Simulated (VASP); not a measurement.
## Rb: surface energy and work function by face

Which face of Rb is cheapest, and which holds its electrons hardest?

Program: VASP 6.6.1. Level of theory: r2SCAN; plane waves and PAW (Rb_pv). Results are calculated unless marked as measured.

## Step 1: Set-up

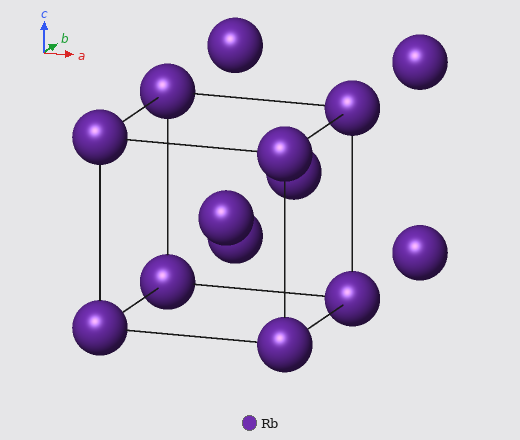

The cell as given, slightly off an axis (rubidium purple). 1×2×1 cells are drawn. This picture shows the conventional cell, with its axes. Some periodic images of atoms are drawn too.

## Step 2: The bulk reference, job relaxation, k-mesh 10×10×10

The bulk crystal is relaxed first, so that the slabs are cut at this functional's lattice.

INCAR reads:

```
SYSTEM = Rb
PREC = Accurate
ENCUT = 420
EDIFF = 1E-06
NELM = 120
ISMEAR = 1
SIGMA = 0.15
LREAL = .FALSE.
ALGO = Normal
METAGGA = R2SCAN
LASPH = .TRUE.
NBANDS = 9
LORBIT = 11
LWAVE = .FALSE.
LCHARG = .FALSE.
KPAR = 4
IBRION = 2
NSW = 30
ISIF = 3
EDIFFG = -0.01
POTIM = 0.4
```

POSCAR reads:

```
Rb
1.0
   -2.7950000000      2.7950000000      2.7950000000
    2.7950000000     -2.7950000000      2.7950000000
    2.7950000000      2.7950000000     -2.7950000000
Rb
1
Direct
    0.0000000000      0.0000000000      0.0000000000
```

KPOINTS reads:

```
Automatic mesh
0
Gamma
10 10 10
0 0 0
```

PAW data sets: Rb_pv (PBE family, release 64).

On the command line:

```
> mpirun -np 4 vasp_std
```

The log of the run:

```text
[banner, memory and clock lines left out]
running    4 mpi-ranks, on    1 nodes
 distrk:  each k-point on    1 cores,    4 groups
 distr:  one band on    1 cores,    1 groups

 POSCAR found type information on POSCAR Rb
 POSCAR found :  1 types and       1 ions
|                                                                             |
|               ----> ADVICE to this user running VASP <----                  |
|                                                                             |
|     You enforced a specific xc type in the INCAR file but a different       |
|     [... a line on the potential file left out ...]
|     I HOPE YOU KNOW WHAT YOU ARE DOING!                                     |
|                                                                             |

 LDA part: xc-table for (None), standard interpolation
 POSCAR, INCAR and KPOINTS ok, starting setup
 FFT: planning ... GRIDC
 FFT: planning ... GRID_SOFT
 FFT: planning ... GRID
 WAVECAR not read
 entering main loop
       N       E                     dE             d eps       ncg     rms          rms(c)
DAV:   1    -0.385046975436E+01   -0.38505E+01   -0.23895E+03   846   0.449E+02
DAV:   2    -0.145908704852E+02   -0.10740E+02   -0.10703E+02  1198   0.729E+01
DAV:   3    -0.146386386413E+02   -0.47768E-01   -0.47720E-01  1175   0.460E+00
DAV:   4    -0.146387463323E+02   -0.10769E-03   -0.10768E-03  1056   0.195E-01
DAV:   5    -0.146387467836E+02   -0.45128E-06   -0.45131E-06  1148   0.113E-02    0.135E+00
DAV:   6    -0.138791185479E+02    0.75963E+00   -0.41826E-01   850   0.402E+00    0.134E+00
DAV:   7    -0.138832902871E+02   -0.41717E-02   -0.59860E-03  1004   0.580E-01    0.102E+00
DAV:   8    -0.138882091229E+02   -0.49188E-02   -0.67265E-03   869   0.731E-01    0.189E-01
DAV:   9    -0.138881046945E+02    0.10443E-03   -0.71902E-05  1145   0.671E-02    0.681E-02
DAV:  10    -0.138880365272E+02    0.68167E-04   -0.21695E-04   858   0.111E-01    0.145E-02
DAV:  11    -0.138880532423E+02   -0.16715E-04   -0.43459E-06  1232   0.184E-02    0.426E-03
DAV:  12    -0.138880620920E+02   -0.88497E-05   -0.13581E-06  1149   0.772E-03    0.358E-03
DAV:  13    -0.138880584563E+02    0.36357E-05   -0.49361E-08   447   0.168E-03    0.121E-03
DAV:  14    -0.138880548306E+02    0.36257E-05   -0.50697E-08   441   0.163E-03    0.441E-05
DAV:  15    -0.138880546643E+02    0.16626E-06   -0.58869E-09   438   0.414E-04
   1 F= -.13888055E+02 E0= -.13887582E+02  d E =-.138881E+02
 curvature:   0.00 expect dE= 0.000E+00 dE for cont linesearch  0.000E+00
 trial: gam= 0.00000 g(F)=  0.381E-64 g(S)=  0.227E-02 ort = 0.000E+00 (trialstep = 0.100E+01)
 search vector abs. value=  0.227E-02
 bond charge predicted
       N       E                     dE             d eps       ncg     rms          rms(c)
DAV:   1    -0.138966610756E+02   -0.86062E-02   -0.15958E-01   852   0.256E+00    0.356E-01
DAV:   2    -0.138921070855E+02    0.45540E-02   -0.51561E-03   851   0.518E-01    0.167E-01
DAV:   3    -0.138902561216E+02    0.18510E-02   -0.42489E-03   909   0.429E-01    0.102E-01
DAV:   4    -0.138900906857E+02    0.16544E-03   -0.20461E-04  1259   0.784E-02    0.101E-02
DAV:   5    -0.138901219835E+02   -0.31298E-04   -0.11654E-06   997   0.932E-03    0.460E-03
DAV:   6    -0.138901651984E+02   -0.43215E-04   -0.99272E-06  1216   0.895E-03    0.103E-03
DAV:   7    -0.138901736080E+02   -0.84096E-05   -0.17431E-07   647   0.237E-03    0.111E-03
DAV:   8    -0.138901769115E+02   -0.33035E-05   -0.11370E-07   587   0.117E-03    0.154E-04
DAV:   9    -0.138901765983E+02    0.31318E-06   -0.25696E-08   429   0.492E-04
   2 F= -.13890177E+02 E0= -.13889709E+02  d E =-.212193E-02
[...]
3 F= -.13893842E+02 E0= -.13893388E+02  d E =-.578741E-02
 curvature:  -2.33 expect dE=-0.264E-03 dE for cont linesearch -0.264E-03
 ZBRENT: extrapolating
 opt :   5.1660  next Energy=   -13.894138 (dE=-0.608E-02)
 bond charge predicted
       N       E                     dE             d eps       ncg     rms          rms(c)
DAV:   1    -0.139026732712E+02   -0.88320E-02   -0.20822E-01   851   0.292E+00    0.406E-01
DAV:   2    -0.138967645732E+02    0.59087E-02   -0.66466E-03   851   0.581E-01    0.191E-01
DAV:   3    -0.138943507577E+02    0.24138E-02   -0.54269E-03   876   0.485E-01    0.115E-01
DAV:   4    -0.138941367631E+02    0.21399E-03   -0.26305E-04  1258   0.907E-02    0.101E-02
DAV:   5    -0.138941690685E+02   -0.32305E-04   -0.18478E-06  1050   0.107E-02    0.476E-03
DAV:   6    -0.138942116774E+02   -0.42609E-04   -0.13120E-05  1243   0.957E-03    0.126E-03
DAV:   7    -0.138942239850E+02   -0.12308E-04   -0.59512E-07   878   0.315E-03    0.131E-03
DAV:   8    -0.138942270346E+02   -0.30496E-05   -0.98649E-08   501   0.134E-03    0.223E-04
DAV:   9    -0.138942259406E+02    0.10940E-05   -0.18057E-08   426   0.489E-04    0.931E-05
DAV:  10    -0.138942263297E+02   -0.38910E-06   -0.10475E-08   426   0.271E-04
   4 F= -.13894226E+02 E0= -.13893776E+02  d E =-.617167E-02
 curvature:  -2.61 expect dE=-0.413E-06 dE for cont linesearch -0.413E-06
 trial: gam=-0.00828 g(F)=  0.321E-60 g(S)=  0.158E-06 ort = 0.190E-04 (trialstep = 0.183E+01)
 search vector abs. value=  0.111E-09
 reached required accuracy - stopping structural energy minimisation
```

Wall time 59 s (4 MPI ranks of Intel Xeon 6975P-C (Granite Rapids), shared host); peak memory 0.79 GiB; 3.9 min of CPU time.

The logs omit lines about the potential files and the build; timing stands in the text.

Parts of OUTCAR (step 2):

```text
ion  position               nearest neighbor table
   1  0.000  0.000  0.000-

  LATTYP: Found a body centered cubic cell.
 ALAT       =     5.5900000000

 Subroutine GETGRP returns: Found 48 space group operations
 (whereof 48 operations were pure point group operations)

The static configuration has the point symmetry O_h .

 Found     47 irreducible k-points:

   k-points           NKPTS =     47   k-points in BZ     NKDIM =     47   number of bands    NBANDS=      9

   dimension x,y,z NGX =    32 NGY =   32 NGZ =   32
   dimension x,y,z NGXF=    64 NGYF=   64 NGZF=   64

   ENCUT  =  420.0 eV  30.87 Ry    5.56 a.u.   8.09  8.09  8.09*2*pi/ulx,y,z

   NELECT =       7.0000    total number of electrons

 k-points in reciprocal lattice and weights: Automatic mesh
   0.00000000  0.00000000  0.00000000       0.001
   0.10000000  0.00000000  0.00000000       0.012
   0.20000000  0.00000000  0.00000000       0.012
   0.30000000  0.00000000  0.00000000       0.012
   0.40000000  0.00000000  0.00000000       0.012
   0.50000000  0.00000000  0.00000000       0.006
   0.10000000  0.10000000  0.00000000       0.024
   0.20000000  0.10000000  0.00000000       0.048
   0.30000000  0.10000000  0.00000000       0.048
[...]
0.50000000  0.50000000  0.40000000       0.012
   0.50000000  0.50000000  0.50000000       0.001

 average (electrostatic) potential at core
       1 -20.9947

 E-fermi :  -1.0731

 k-point     1 :       0.0000    0.0000    0.0000
  band No.  band energies     occupation
      1     -14.6760      2.00000
      2     -14.6760      2.00000
      3     -14.6760      2.00000
      4      -3.1212      2.00000
      5       3.0120      0.00000
      6       3.0120      0.00000
      7       3.0121      0.00000
      8       3.9806      0.00000
      9       3.9806      0.00000

 k-point     2 :       0.1000    0.0000    0.0000
  band No.  band energies     occupation
      1     -14.6843      2.00000
      2     -14.6787      2.00000
      3     -14.6760      2.00000
      4      -3.0000      2.00000
      5       2.7739      0.00000
      6       2.8231      0.00000
      7       3.1227      0.00000
      8       3.7314      0.00000
      9       3.9158      0.00000

 k-point     3 :       0.2000    0.0000    0.0000
  band No.  band energies     occupation
      1     -14.7059      2.00000
      2     -14.6857      2.00000
      3     -14.6760      2.00000
      4      -2.6463      2.00000
      5       2.0210      0.00000
      6       2.4444      0.00000
      7       3.4499      0.00000
      8       3.7310      0.00000
      9       3.8333      0.00000

  Total        0.0011692      0.0011692      0.0011692      0.0000000     -0.0000000      0.0000000
  in kB        0.0197483      0.0197483      0.0197483      0.0000000     -0.0000000      0.0000000
  external PRESSURE =       0.0197483 kB  Pullay stress =       0.0000000 kB

  energy-cutoff  :      420.00
  volume of cell :       94.86
      direct lattice vectors                 reciprocal lattice vectors
    -2.873045695  2.873045695  2.873045695     0.000000000  0.174031343  0.174031343
     2.873045695 -2.873045695  2.873045695     0.174031343  0.000000000  0.174031343
     2.873045695  2.873045695 -2.873045695     0.174031343  0.174031343  0.000000000

 POSITION                                       TOTAL-FORCE (eV/Angst)
 -----------------------------------------------------------------------------------
      0.00000      5.74609      0.00000        -0.000000      0.000000     -0.000000
 -----------------------------------------------------------------------------------
    total drift:                               -0.000000     -0.000000      0.000000

  FREE ENERGIE OF THE ION-ELECTRON SYSTEM (eV)
  ---------------------------------------------------
  free  energy   TOTEN  =       -13.8942263297 eV

  energy  without entropy=      -13.8928749644  energy(sigma->0) =      -13.89377587

 reached required accuracy - stopping structural energy minimisation

 total charge
# of ion       s       p       d       tot
------------------------------------------
    1        0.114   5.946   0.010   6.070

[... 3 further parts left out ...]
```

CONTCAR:

```
Rb
   1.00000000000000
    -2.8730456946501168    2.8730456946501168    2.8730456946501168
     2.8730456946501168   -2.8730456946501168    2.8730456946501168
     2.8730456946501168    2.8730456946501168   -2.8730456946501168
  Rb
     1
Direct
     1.0000000000000000    0.0000000000000000    1.0000000000000000
```

This run has no spin polarisation. Its electron count is odd, so without a moment it is a metal by construction. The k-mesh is coarse for a metal. The PAW data sets were made with PBE, which is usual practice but a small mismatch for other functionals. After so large a change of volume the plane waves of the start cell no longer fit, so the final stress carries a basis-set error. The run keeps the 48 symmetry operations of its start, so it cannot find a distortion of lower symmetry.

Step by step:

| step | energy less that of the first step (eV) | largest force (eV/Å) | pressure (GPa) | volume (Å³) |
| --- | --- | --- | --- | --- |
| 1 | 0.0000 | 0.0000 | 0.26 | 87.34 |
| 2 | -0.0021 | 0.0000 | 0.20 | 88.76 |
| 3 | -0.0058 | 0.0000 | 0.05 | 93.13 |
| 4 | -0.0062 | 0.0000 | 0.00 | 94.86 |

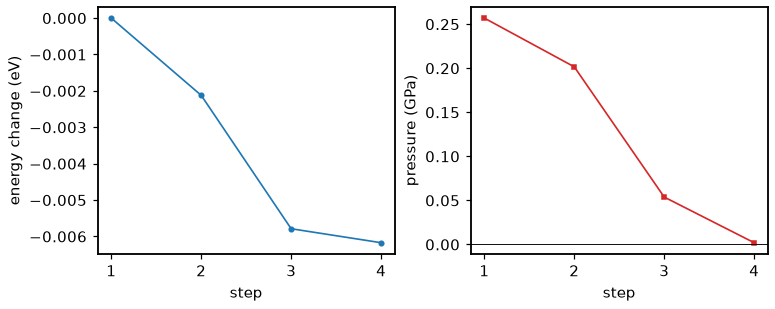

Energy and pressure along the relaxation.

| conventional cell, symmetrised | before | after | change |
| --- | --- | --- | --- |
| a (Å) | 5.590 | 5.746 | +2.8 % |
| b (Å) | 5.590 | 5.746 | +2.8 % |
| c (Å) | 5.590 | 5.746 | +2.8 % |
| volume (Å³/atom) | 87.34 | 94.86 | +8.6 % |

Final coordinates:

```xyz
1
Lattice="-2.8730 2.8730 2.8730 2.8730 -2.8730 2.8730 2.8730 2.8730 -2.8730" Properties=species:S:1:pos:R:3 pbc="T T T"
Rb    0.0000    0.0000    0.0000
```

This step gave:

| Item | Value |
| --- | --- |
| electronic steps | 44 |
| electrons | 7 |
| free energy (TOTEN) | -13.89 eV |
| energy at zero smearing | -13.89 eV |
| Fermi energy | -1.073 eV |
| metallic | yes |

The run ended after 4 ionic steps, 0.006 eV below its first step, once forces and stress met EDIFFG = -0.01.

Energy at zero smearing: -13.89378 eV.

## Step 3: The bulk reference, job self-consistent run, k-mesh 12×12×12

INCAR reads:

```
SYSTEM = Rb
PREC = Normal
ENCUT = 320
EDIFF = 1E-06
NELM = 120
ISMEAR = 1
SIGMA = 0.15
LREAL = .FALSE.
ALGO = Normal
METAGGA = R2SCAN
LASPH = .TRUE.
NBANDS = 9
LORBIT = 11
LWAVE = .FALSE.
LCHARG = .FALSE.
KPAR = 4
```

POSCAR reads:

```
Rb
1.0
   -2.8730456947      2.8730456947      2.8730456947
    2.8730456947     -2.8730456947      2.8730456947
    2.8730456947      2.8730456947     -2.8730456947
Rb
1
Direct
    0.0000000000      0.0000000000      0.0000000000
```

KPOINTS reads:

```
Automatic mesh
0
Gamma
12 12 12
0 0 0
```

On the command line:

```
> mpirun -np 4 vasp_std
```

The log of the run:

```text
[banner, memory and clock lines left out]
running    4 mpi-ranks, on    1 nodes
 distrk:  each k-point on    1 cores,    4 groups
 distr:  one band on    1 cores,    1 groups

 POSCAR found type information on POSCAR Rb
 POSCAR found :  1 types and       1 ions
 [... a notice as in an earlier step ...]

 LDA part: xc-table for (None), standard interpolation
 POSCAR, INCAR and KPOINTS ok, starting setup
 FFT: planning ... GRIDC
 FFT: planning ... GRID_SOFT
 FFT: planning ... GRID
 WAVECAR not read
 entering main loop
       N       E                     dE             d eps       ncg     rms          rms(c)
DAV:   1    -0.481930021421E+01   -0.48193E+01   -0.21937E+03  1304   0.360E+02
DAV:   2    -0.145922024709E+02   -0.97729E+01   -0.97378E+01  1825   0.653E+01
DAV:   3    -0.146364290568E+02   -0.44227E-01   -0.44192E-01  1769   0.433E+00
DAV:   4    -0.146365567153E+02   -0.12766E-03   -0.12763E-03  1718   0.199E-01
DAV:   5    -0.146365572523E+02   -0.53701E-06   -0.53693E-06  1760   0.100E-02    0.116E+00
DAV:   6    -0.138850754244E+02    0.75148E+00   -0.42321E-01  1298   0.392E+00    0.123E+00
DAV:   7    -0.138887748391E+02   -0.36994E-02   -0.67976E-03  1498   0.526E-01    0.986E-01
DAV:   8    -0.138946927000E+02   -0.59179E-02   -0.83691E-03  1346   0.665E-01    0.245E-01
DAV:   9    -0.138945342502E+02    0.15845E-03   -0.12985E-04  1418   0.680E-02    0.105E-01
DAV:  10    -0.138944774199E+02    0.56830E-04   -0.34673E-04  1304   0.121E-01    0.348E-02
DAV:  11    -0.138945085918E+02   -0.31172E-04   -0.78848E-06  1726   0.194E-02    0.598E-03
DAV:  12    -0.138945198646E+02   -0.11273E-04   -0.24053E-06  1931   0.913E-03    0.351E-03
DAV:  13    -0.138945154780E+02    0.43867E-05   -0.64383E-08   681   0.181E-03    0.154E-03
DAV:  14    -0.138945099926E+02    0.54853E-05   -0.14539E-07   826   0.223E-03    0.282E-04
DAV:  15    -0.138945101863E+02   -0.19365E-06   -0.13568E-08   662   0.502E-04
   1 F= -.13894510E+02 E0= -.13894154E+02  d E =-.106886E-02
```

Wall time 15 s (4 MPI ranks); peak memory 0.58 GiB.

OUTCAR, selected parts (step 3):

```text
  LATTYP: Found a body centered cubic cell.
 ALAT       =     5.7460913894

The static configuration has the point symmetry O_h .

 Found     72 irreducible k-points:

   k-points           NKPTS =     72   k-points in BZ     NKDIM =     72   number of bands    NBANDS=      9

   dimension x,y,z NGX =    24 NGY =   24 NGZ =   24
   dimension x,y,z NGXF=    48 NGYF=   48 NGZF=   48

   ENCUT  =  320.0 eV  23.52 Ry    4.85 a.u.   7.26  7.26  7.26*2*pi/ulx,y,z

   NELECT =       7.0000    total number of electrons

 E-fermi :  -1.0824

 k-point     1 :       0.0000    0.0000    0.0000
  band No.  band energies     occupation
      1     -14.6761      2.00000
      2     -14.6761      2.00000
      3     -14.6760      2.00000
      4      -3.1188      2.00000
      5       3.0104      0.00000
      6       3.0105      0.00000
      7       3.0105      0.00000
      8       3.9779      0.00000
      9       3.9779      0.00000

 k-point     2 :       0.0833    0.0000    0.0000
  band No.  band energies     occupation
      1     -14.6819      2.00000
      2     -14.6780      2.00000
      3     -14.6762      2.00000
      4      -3.0345      2.00000
      5       2.8539      0.00000
      6       2.8745      0.00000
      7       3.0874      0.00000
      8       3.7692      0.00000
      9       3.9300      0.00000

  Total        0.0044626      0.0044626      0.0044626      0.0000000      0.0000000     -0.0000000
  in kB        0.0753713      0.0753713      0.0753713      0.0000000      0.0000000     -0.0000000
  external PRESSURE =       0.0753713 kB  Pullay stress =       0.0000000 kB

  energy-cutoff  :      320.00
  volume of cell :       94.86
      direct lattice vectors                 reciprocal lattice vectors
    -2.873045695  2.873045695  2.873045695     0.000000000  0.174031343  0.174031343
     2.873045695 -2.873045695  2.873045695     0.174031343  0.000000000  0.174031343
     2.873045695  2.873045695 -2.873045695     0.174031343  0.174031343  0.000000000

 POSITION                                       TOTAL-FORCE (eV/Angst)
 -----------------------------------------------------------------------------------
      0.00000      0.00000      0.00000        -0.000000      0.000000     -0.000000
 -----------------------------------------------------------------------------------
    total drift:                               -0.000000      0.000000      0.000000

  FREE ENERGIE OF THE ION-ELECTRON SYSTEM (eV)
  ---------------------------------------------------
  free  energy   TOTEN  =       -13.8945101863 eV

  energy  without entropy=      -13.8934413246  energy(sigma->0) =      -13.89415390

 total charge
# of ion       s       p       d       tot
------------------------------------------
    1        0.114   5.945   0.010   6.070

[... 2 parts as in an earlier step ...]

[... 6 further parts left out ...]
```

This step gave:

| Item | Value |
| --- | --- |
| electronic steps | 15 |
| Fermi energy | -1.082 eV |

Energy at zero smearing: -13.89415 eV.

The run ends at a pressure of 0.01 GPa.

[end of part 1 of 4]

[Lines on the potential files, build, host, timing and source positions are cut from VASP's logs without a mark.]

[Logs are printed without paths, hosts, clocks, repeated set-up lines and the standing remarks that a program may print on its own settings, such as how far it seeks lower states.]

[Hosts, paths, dates, database ids (printed as entryN), source tags and the programs' standing remarks are cut or masked in the printed files.]

[Runs that stopped without an error message from VASP are left out.]
